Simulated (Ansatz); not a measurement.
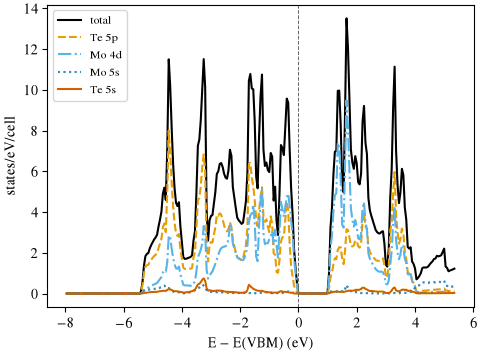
Figure: Total and projected density of states of Te₂Mo in space group P6_3/mmc (No. 194; Te on 4f, Mo on 2c), PBE (plane waves, PAW; program Ansatz)

Which orbitals carry the states next to the gap?

Top 1 eV of the valence band: Mo 4d 56 %, Te 5p 40 %. Bottom 1 eV of the conduction band: Mo 4d 66 %, Te 5p 27 %. Projections are on Löwdin-orthogonalised atomic valence shells; empty p or d shells of many metals are not among them.

Where is the tallest occupied peak in this window, and what makes it?

Near -3.2 eV, about 12 states/eV per cell; the largest projected share is Te 5p.

The PBE relaxation kept the symmetry of its start. No spin polarisation was allowed. A crystal of weakly bound layers computed without a dispersion correction: the cell and the soft elastic constants depend strongly on that. Scalar-relativistic: spin–orbit coupling is off unless named, which matters more the heavier the elements.

Potentials: the earlier of the program's two PAW sets.
